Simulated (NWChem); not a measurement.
# CH5CuO (SMILES [CH3][Cu-][OH2+]): levels of theory compared

We compute a comparison of 3 runs (HF/def2-SVP, PBE0/def2-SVP, CCSD(T)/def2-SVP) of CH5CuO. 

The calculation is run with NWChem 7.3.0.

## (1) The structure to begin with

CH5CuO has 8 atoms, charge 0, and is taken as a singlet. As SMILES, `[CH3][Cu-][OH2+]`. The shape comes from GFN2-xTB, which is rough for such elements, and wasn't checked as a minimum. This is one conformer, not always the lowest.

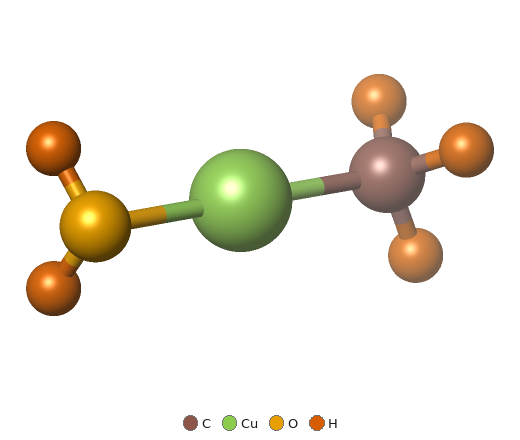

The structure, seen from a chosen angle (carbon brown, copper green, oxygen amber, hydrogen orange).

## (2) Energy and gradient at HF/def2-SVP (run 1)

The input, run.py:

```python
from ase import Atoms
from ase.calculators.nwchem import NWChem

molecule = Atoms('CCuOHHHHH', positions=[
    [-0.731450, 1.309860, -0.472690],
    [0.282800, -0.256510, 0.010690],
    [1.294540, -1.814490, 0.485030],
    [-1.299630, 1.744680, 0.352980],
    [-1.466260, 1.129400, -1.260100],
    [-0.107130, 2.123210, -0.847670],
    [1.364750, -1.712960, 1.448100],
    [0.662390, -2.523190, 0.283660],
])

calc = NWChem(
    label='mymol',
    theory='scf',
    memory='2200 mb',
    basis='def2-SVP',
    basispar='spherical bse',
    scf={'nopen': '0', 'rhf': None, 'thresh': '1e-08', 'maxiter': '80'},
)
molecule.calc = calc

forces = molecule.get_forces()
print(f"energy = {molecule.get_potential_energy():.6f} eV")
print("forces (eV/A):")
for s, f in zip(molecule.symbols, forces):
    print(f"{s:2s} {f[0]:10.5f} {f[1]:10.5f} {f[2]:10.5f}")
print("dipole (e A):", molecule.get_dipole_moment().round(4))
```

The run is started by

```bash
export ASE_NWCHEM_COMMAND="nwchem PREFIX.nwi > PREFIX.nwo"
python run.py
```

The log of the run:

```text
energy = -47734.990335 eV
forces (eV/A):
C    -0.45920    0.59238   -0.11884
Cu   -0.26729    0.88801   -0.46203
O    -0.30714   -1.32576    1.12008
H    -0.06443   -0.01851    0.23999
H    -0.11205   -0.18245   -0.16460
H     0.26637    0.07816   -0.05811
H    -0.04916   -0.61748   -1.14610
H     0.99291    0.58559    0.58961
dipole (e A): [ 0.3841 -1.1398  0.5637]
```

The calculator wrote mymol.nwi:

```
title "mymol"

permanent_dir mymol

scratch_dir mymol

start mymol

geometry units angstrom nocenter noautosym noautoz
  C  -7.3145000000000004e-01 1.3098600000000000e+00 -4.7269000000000000e-01
  Cu 2.8280000000000000e-01 -2.5651000000000002e-01 1.0690000000000000e-02
  O  1.2945400000000000e+00 -1.8144899999999999e+00 4.8503000000000002e-01
  H  -1.2996300000000001e+00 1.7446800000000000e+00 3.5298000000000002e-01
  H  -1.4662599999999999e+00 1.1294000000000000e+00 -1.2601000000000000e+00
  H  -1.0713000000000000e-01 2.1232099999999998e+00 -8.4767000000000003e-01
  H  1.3647499999999999e+00 -1.7129600000000000e+00 1.4480999999999999e+00
  H  6.6239000000000003e-01 -2.5231900000000000e+00 2.8366000000000002e-01
end

memory 2200 mb

basis spherical bse noprint
   * library def2-SVP
end

scf
  nopen 0
  rhf
  thresh 1e-08
  maxiter 80
end

task scf gradient
```

mymol.nwo (excerpt; [...] marks lines left out):

```text
[...]
      One-electron energy =  -2793.199062792943
[... 1 line left out ...]
 Nuclear repulsion energy =    173.389609786851
[... 42 lines left out ...]
                       ROHF Final Molecular Orbital Analysis
[... 222 lines left out ...]
     1   1 0 0      0.725823      0.000000     25.176706
[...]
  wavefunction    =   RHF
                         RHF ENERGY GRADIENTS
    atom               coordinates                        gradient
                 x          y          z           x          y          z
   1 C      -1.382240   2.475276  -0.893255    0.008930  -0.011520   0.002311
   2 Cu      0.534415  -0.484734   0.020201    0.005198  -0.017269   0.008985
   3 O       2.446326  -3.428889   0.916574    0.005973   0.025782  -0.021782
[... 4 lines of this table left out ...]
   8 H       1.251736  -4.768138   0.536040   -0.019309  -0.011388  -0.011466
[...]
```

Run time: 27 s. Hardware: 1 thread of Intel Xeon Platinum 8488C (Sapphire Rapids), shared host; peak memory 0.11 GiB.

## (3) Energy and gradient at PBE0/def2-SVP (run 2)

The input, geom.nw:

```
start geom
title "CH5CuO gradient"
memory total 2200 mb

geometry units angstrom noautosym nocenter noautoz
  C     -0.731450     1.309860    -0.472690
  Cu     0.282800    -0.256510     0.010690
  O      1.294540    -1.814490     0.485030
  H     -1.299630     1.744680     0.352980
  H     -1.466260     1.129400    -1.260100
  H     -0.107130     2.123210    -0.847670
  H      1.364750    -1.712960     1.448100
  H      0.662390    -2.523190     0.283660
end

basis "ao basis" spherical bse
  * library def2-SVP
end

dft
  xc pbe0
  grid xfine
  convergence energy 1e-08
  maxiter 100
  mulliken
  print medium
end

task dft gradient
```

The run is started by

```bash
nwchem geom.nw > geom.out
```

The log of the run:

```text
[...]
          Wavefunction type:  closed shell.
          No. of atoms     :     8
          No. of electrons :    48
[...]
          Charge           :     0
          Spin multiplicity:     1
[...]
          AO basis - number of functions:    84
[...]
              XC Information
              --------------
                         PBE0 Method XC Functional
                     Hartree-Fock (Exact) Exchange  0.250
          PerdewBurkeErnzerhof Exchange Functional  0.750
            Perdew 1991 LDA Correlation Functional  1.000 local
           PerdewBurkeErnz. Correlation Functional  1.000 non-local
[...]
 d= 0,ls=0.0,diis     1  -1755.9551609318 -1.93D+03  1.21D-01  2.10D+00     3.8
[...]
 d= 0,ls=0.5,diis    33  -1756.1495588526 -6.77D-09  1.75D-06  7.38D-09    91.0
         Total DFT energy =    -1756.149558855836
      One electron energy =    -2790.863360353970
           Coulomb energy =      943.991332785009
    Exchange-Corr. energy =      -82.667141073726
 Nuclear repulsion energy =      173.389609786851
[...]
      Total Density - Mulliken Population Analysis
     ---------------------------------------------
    Atom       Charge   Shell Charges
 -----------   ------   -------------------------------------------------------
    1 C    6     6.33   1.99  0.88  0.25  2.05  1.14  0.02
    2 Cu  29    28.92   2.00  2.00  2.00  0.85  0.09  6.00  6.00  0.26  7.81  1.90  0.00
    3 O    8     8.23   1.99  1.08  0.59  2.88  1.68  0.01
    4 H    1     0.99   0.73  0.23  0.03
    5 H    1     0.99   0.73  0.23  0.03
    6 H    1     0.98   0.73  0.23  0.03
    7 H    1     0.78   0.66  0.05  0.07
    8 H    1     0.78   0.66  0.05  0.07
[...]
  wavefunction    = closed shell
                         DFT ENERGY GRADIENTS
    atom               coordinates                        gradient
                 x          y          z           x          y          z
   1 C      -1.382240   2.475276  -0.893255   -0.003872   0.007557  -0.003353
   2 Cu      0.534415  -0.484734   0.020201    0.011035  -0.022568   0.009252
   3 O       2.446326  -3.428889   0.916574   -0.004131   0.004474  -0.000853
   4 H      -2.455945   3.296967   0.667035    0.003145  -0.000386  -0.009072
   5 H      -2.770830   2.134257  -2.381244    0.004926   0.005696   0.006618
   6 H      -0.202446   4.012285  -1.601864   -0.008941  -0.004371   0.002614
   7 H       2.579004  -3.237025   2.736512    0.001677   0.007995   0.002055
   8 H       1.251736  -4.768138   0.536040   -0.003838   0.001603  -0.007261
[...]
```

Wall time 1.7 min (1 thread of Intel Xeon Platinum 8488C (Sapphire Rapids), shared host); peak memory 0.15 GiB.

## (4) The energy at CCSD(T)/def2-SVP (run 3)

The input, calc.nw:

```
start calc
memory total 2200 mb

geometry noautosym nocenter noautoz
  C     -0.731450     1.309860    -0.472690
  Cu     0.282800    -0.256510     0.010690
  O      1.294540    -1.814490     0.485030
  H     -1.299630     1.744680     0.352980
  H     -1.466260     1.129400    -1.260100
  H     -0.107130     2.123210    -0.847670
  H      1.364750    -1.712960     1.448100
  H      0.662390    -2.523190     0.283660
end

basis spherical bse
  C library def2-SVP
  Cu library def2-SVP
  O library def2-SVP
  H library def2-SVP
end

scf
  thresh 1e-08
  maxiter 80
  noprint "final vectors analysis"
end

ccsd
  freeze core 7
  maxiter 60
end

task ccsd(t) energy
```

The run is started by

```bash
nwchem calc.nw > calc.out
```

The log of the run:

```text
[...]
  functions       =    84
[...]
  wavefunction    = RHF
[...]
         Total SCF energy =  -1754.228553142031
      One-electron energy =  -2793.199062792872
      Two-electron energy =    865.580899863990
 Nuclear repulsion energy =    173.389609786851
        Time for solution =     17.0s
[...]
 Total MP2 energy:          -1754.999372864257111
[...]
             energy      energy      error      ampl     ampl      Block
                                                time     time      time
[...]
 Total CCSD energy:          -1754.976450954092115
[...]
 Total CCSD+T(CCSD) energy:          -1755.014182858611093
[...]
 Total CCSD(T) energy:               -1755.002602522983352
[...]
```

Wall time 3.4 min (1 thread of Intel Xeon Platinum 8488C (Sapphire Rapids), shared host); peak memory 0.28 GiB.

## (5) All runs side by side

```
run             level  iteration cap   module   energy (Eh)  dipole moment (D)  HOMO energy (eV)  LUMO energy (eV)  wall time
  1       HF/def2-SVP             80      scf  -1754.228553               6.38             -7.99              1.70       27 s
  2     PBE0/def2-SVP            100      dft  -1756.149559               5.48             -5.52             -0.53    1.7 min
  3  CCSD(T)/def2-SVP             80  ccsd(t)  -1755.002603                  –                 –                 –    3.4 min
```

## (6) Summary of results

| quantity | value |
| --- | --- |
| run 3: total energy | -1755.00260 Eh |
| run 3: correlation energy (7 core orbitals frozen) | -774.0 mEh |
| run 3: (T) correction | -26.15 mEh |

All runs together took 5.5 min, the longest 3.4 min.
